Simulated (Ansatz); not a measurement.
Cost and result by functional for the adsorption energy of CH3 on the 1x1 (100) surface of monoclinic HfO2 (cut with top plane 2 O), one in a 1x1 cell, started at the site 'over Hf at depth 1.0 Å', in Ansatz (plane waves, PAW). Single points on the PBE structure, on one kind of machine; costs are rough ratios of the slab run's core time (references not counted) to the cheapest single point. r2SCAN's cost holds its higher cutoff (500 against 420 eV). Differences are taken against r2SCAN for comparison alone: no measured value is at hand, so the table doesn't rank accuracy. The points keep PBE's geometry, so the relaxation of a polaron and the settling of charge on one site are left out.

Host crystal: monoclinic HfO2, with a band gap (PBE, scalar-relativistic without spin-orbit coupling).

Set-up: 28 atoms, 9.3 Å thick at the start under the adsorbate (thin: gaps and levels are the slab's own); mesh 4x4x1; 0.01 eV smearing; dipole correction on; 12 atoms held, the rest relaxed; no symmetry held; spin-polarised, ending with about 1.0 μB a cell; orders that need a larger cell were not tried, no spin-orbit, no U, no dispersion correction. At the end it is bonded to Hf. In PBE it is, or lies within 0.03 eV of, the lowest of the starts that converged. These notes are the PBE run's. r2SCAN: The program's check for a lower electronic state was not made. Adsorption energies are against CH4(g) − ½ H2(g). A negative adsorption energy means that the adsorbate is more stable on the surface than in its reference.

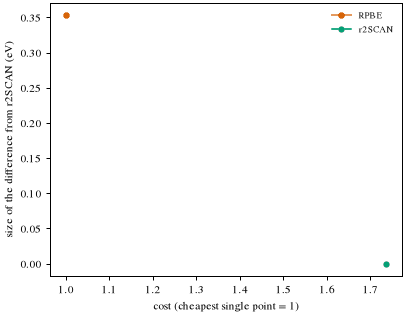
Figure. Difference from r2SCAN against cost

```
functional                     relative cost  adsorption energy (eV)  less r2SCAN (eV)
-----------------------------  -------------  ----------------------  ----------------
RPBE                                       1                    2.22              0.35
r2SCAN                                     2                    1.87              0.00
PBE (the relaxed run's value)              –                    2.13              0.26
```

The values span 0.35 eV, while the single points' costs differ by a factor of roughly 2. Differences are of unrounded values.

Ansatz is a quantum-chemistry and plane-wave program.
